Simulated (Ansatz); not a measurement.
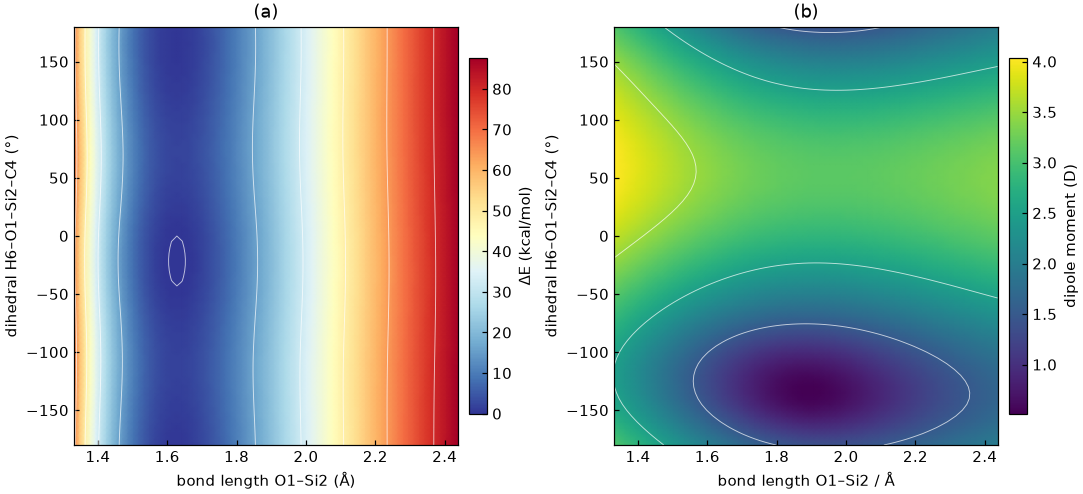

CH2FNOSi, SMILES O[Si]1(F)C=N1. The first coordinate is: bond length O1–Si2; the second: dihedral H6–O1–Si2–C4. Nothing is relaxed (all other coordinates rigid). The grid has 9 × 10 points. Points are written as (first, second). Energies are in kcal/mol, from the lowest grid point. The reference is spin-restricted, which grows unreliable where a bond is stretched far. Level of theory: RKS r2SCAN0-D4/def2-SVP in Ansatz 0.2.0.

Panel (a) is the energy and panel (b) the computed dipole moment on the same grid.

In the figure: a smooth colour map with a few white contour lines. Between grid points the surface is interpolated.

> How does the dipole moment vary over the map, and what is it at the lowest grid point?

Leaving out the highest fifth of the energies, it runs from 0.57 D at (1.885 Å, −144°) to 4.03 D at (1.332 Å, 72°). At the lowest grid point, (1.609 Å, −36°), it is 2.59 D.

```csv
"dihedral H6–O1–Si2–C4 ↓, bond length O1–Si2 →",1.332,1.471,1.609,1.747,1.885,2.023,2.161,2.299,2.437
144,3.54,3.07,2.66,2.35,2.19,2.17,2.26,2.39,2.53
108,3.86,3.47,3.13,2.90,2.78,2.76,2.82,2.92,3.03
72,4.03,3.68,3.39,3.20,3.10,3.09,3.15,3.23,3.33
36,3.99,3.65,3.38,3.20,3.11,3.11,3.17,3.26,3.36
0,3.71,3.37,3.09,2.90,2.82,2.84,2.91,3.03,3.15
−36,3.29,2.91,2.59,2.38,2.29,2.33,2.44,2.59,2.74
−72,2.84,2.37,1.96,1.68,1.58,1.66,1.84,2.04,2.24
−108,2.51,1.93,1.38,0.94,0.77,0.94,1.24,1.54,1.79
−144,2.59,1.98,1.38,0.85,0.57,0.73,1.07,1.39,1.66
−180,3.06,2.51,2.00,1.60,1.40,1.41,1.57,1.78,1.98
```
